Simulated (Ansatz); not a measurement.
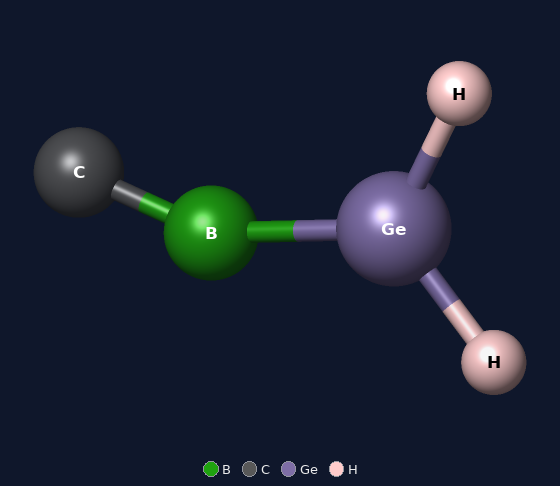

Charge 0, doublet. The geometry was computed by an optimisation with PBE-D4/def2-SVP. No frequency run is at hand to confirm it as a minimum. Level of theory: UKS PBE-D4/def2-SVP (Ansatz 0.2.0).

Give the dipole moment at this level.

Answer. 4.13 D.

What is the ⟨S²⟩ of the determinant?

Answer. 0.850.
